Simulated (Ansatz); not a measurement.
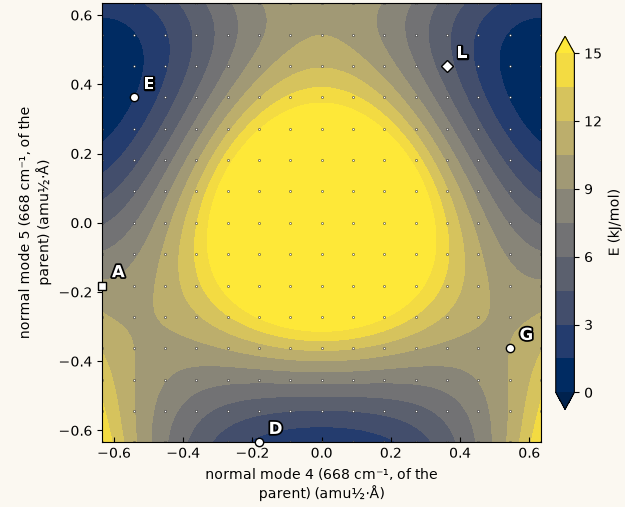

FH₃Sn, charge +1, spin multiplicity 2. Coordinates scanned: (1) normal mode 4 (668 cm⁻¹, of the parent); (2) normal mode 5 (668 cm⁻¹, of the parent). Nothing is relaxed (straight displacements along the two mass-weighted modes). The grid has 15 × 15 points; 120 points were computed and 105 follow by symmetry. Points are written as (first, second). All energies are given in kJ/mol relative to the lowest grid point. Near the degeneracy a single determinant is a rough description. Level of theory: UKS PBE-D4/def2-TZVP in Ansatz 0.2.0.

Drawn: filled contours, dots at the grid points, one colour for all values above the top of the scale, lettered points. Between grid points the surface is interpolated.

> Rank the lettered points by energy, lowest first.

E (1.4 kJ/mol), D (2.6 kJ/mol), L (5.1 kJ/mol), A (9.3 kJ/mol), G (10.5 kJ/mol).

> What kind of point is each of E, L: minimum, saddle, maximum or slope?

E: on a slope; L: on a slope. (In these two coordinates alone; a stationary point may lie a little off the grid point.)
